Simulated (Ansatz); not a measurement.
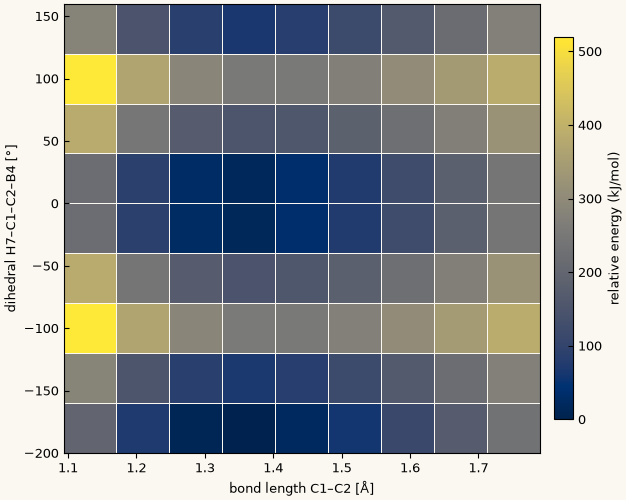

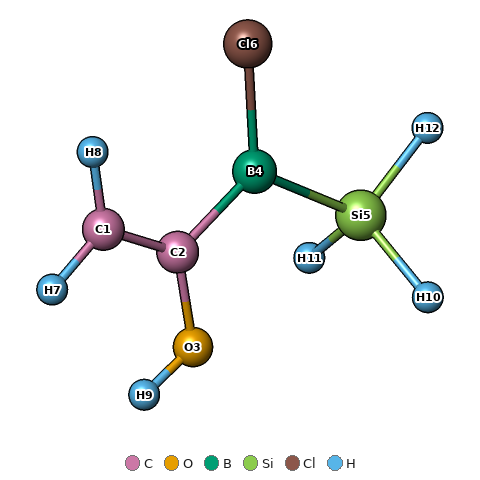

Energy landscape of C₂H₆BClOSi, SMILES C=C(O)B([SiH3])Cl. The first coordinate is: bond length C1–C2; the second: dihedral H7–C1–C2–B4. Nothing is relaxed (all other coordinates rigid). The scan uses a 9 × 9 grid. Points are written as (first, second). Energies: kJ/mol, counted from the lowest grid point. The dihedral twists a double bond; near 90° a spin-restricted reference is unreliable. Method: RKS PBE0-D4/def2-SVP (Ansatz).

Drawn: one coloured cell a grid point. The second picture is the structure at the lowest point.

> Describe this landscape.

The lowest grid point is at (1.364 Å, −180°). Other grid points that lie below all their neighbours: (1.364 Å, −20°) (16 kJ/mol higher). The highest grid point, (1.132 Å, −100°), lies 519 kJ/mol above the lowest.

Grid values (kJ/mol):

| dihedral H7–C1–C2–B4 ↓, bond length C1–C2 → | 1.132 | 1.209 | 1.287 | 1.364 | 1.442 | 1.519 | 1.597 | 1.674 | 1.751 |
| --- | --- | --- | --- | --- | --- | --- | --- | --- | --- |
| 140 | 282 | 147 | 83 | 67 | 82 | 116 | 163 | 217 | 273 |
| 100 | 517 | 367 | 286 | 253 | 252 | 271 | 303 | 342 | 386 |
| 60 | 385 | 244 | 172 | 148 | 156 | 183 | 224 | 271 | 322 |
| 20 | 219 | 89 | 29 | 16 | 35 | 74 | 125 | 182 | 242 |
| −20 | 219 | 88 | 28 | 16 | 35 | 74 | 125 | 181 | 241 |
| −60 | 384 | 242 | 170 | 147 | 155 | 182 | 223 | 270 | 321 |
| −100 | 519 | 369 | 288 | 255 | 253 | 272 | 304 | 343 | 386 |
| −140 | 283 | 148 | 84 | 68 | 82 | 117 | 164 | 217 | 273 |
| −180 | 198 | 69 | 11 | 0 | 21 | 60 | 113 | 171 | 232 |

The input of one point:

```yaml
crystal:
  periodic: [false, false, false]
  atoms:
    - { symbol: C, position_ang: [-1.06775, 1.493363, 1.234829] }
    - { symbol: C, position_ang: [-0.179124, 0.751479, 0.513408] }
    - { symbol: O, position_ang: [-0.491047, -0.415247, -0.106631] }
    - { symbol: B, position_ang: [1.316083, 1.157402, 0.308917] }
    - { symbol: Si, position_ang: [2.53044, -0.029629, -0.797478] }
    - { symbol: Cl, position_ang: [1.921212, 2.634975, 1.037744] }
    - { symbol: H, position_ang: [-2.098232, 1.151048, 1.337591] }
    - { symbol: H, position_ang: [-0.78985, 2.433628, 1.72478] }
    - { symbol: H, position_ang: [-1.419597, -0.632683, 0.040121] }
    - { symbol: H, position_ang: [2.598837, -1.399645, -0.197118] }
    - { symbol: H, position_ang: [1.991594, -0.161401, -2.188362] }
    - { symbol: H, position_ang: [3.920405, 0.516978, -0.881643] }
basis:
  gaussian: { orbitals: def2-SVP }
hamiltonian:
  xc: pbe0
  dispersion: d4
output:
  forces: true
```

Each point was launched as `ansatz run input.yaml --threads 1 --pin off --max-ram 2560MiB --backend cpu --events-out ev --progress --plain --runs-dir out`. Time for the 81 points that were run: 12 min on 1 thread of Arm Neoverse V1, on a shared host.
